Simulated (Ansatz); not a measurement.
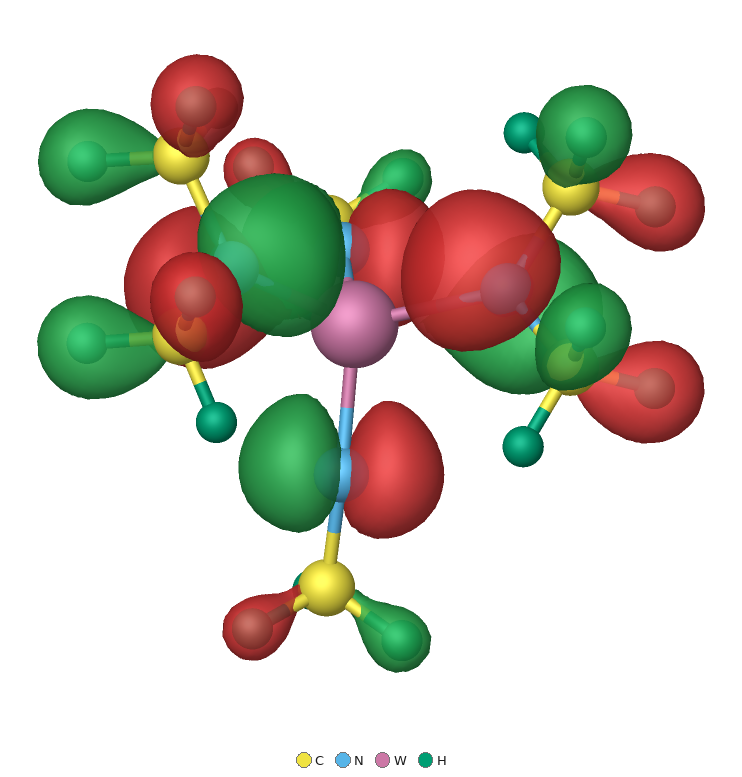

The picture shows: C₆H₁₈N₄W (SMILES C[N]=[W](=[N]C)([N](C)C)[N](C)C). The HOMO at ±0.08 Å⁻³ᐟ² (green and red are the two phases), seen at an oblique angle.

Geometry: PBE0-D4/def2-TZVP; core potentials replace the inner electrons of W.

Computed with RKS PBE0-D4/def2-TZVPP (Ansatz 0.2.0).

```xyz
29

C     1.3115    1.9821    2.3551
N     0.8319    1.0411    1.4114
W    -0.0345    0.2924    0.0696
N    -1.1131    1.3497   -0.8417
C    -1.8357    2.4820   -1.2908
N    -1.1382   -1.1544    0.8238
C    -0.8109   -1.8713    2.0332
C    -2.3689   -1.6225    0.2323
N     1.3189   -0.3854   -1.1909
C     2.6513   -0.7855   -0.8060
C     1.0945   -0.5404   -2.6085
H     1.0716    1.6659    3.3777
H     2.4023    2.0780    2.2903
H     0.8788    2.9777    2.2030
H    -1.5864    2.7155   -2.3332
H    -2.9161    2.2976   -1.2469
H    -1.6240    3.3732   -0.6889
H     0.0921   -1.4671    2.4903
H    -0.6450   -2.9395    1.8319
H    -1.6287   -1.7989    2.7652
H    -2.2910   -2.6767   -0.0704
H    -2.6233   -1.0336   -0.6487
H    -3.2010   -1.5477    0.9479
H     2.8224   -1.8525   -1.0091
H     2.8157   -0.6110    0.2571
H     3.4084   -0.2193   -1.3684
H     1.8373    0.0282   -3.1873
H     1.1780   -1.5936   -2.9133
H     0.1023   -0.1841   -2.8845
```

**What is the character of this orbital?**

By Hirshfeld shares it lies mainly on N6 (about 25 %), N9 (about 25 %), N4 (about 10 %) and N2 (about 10 %). Its energy is −5.62 eV.
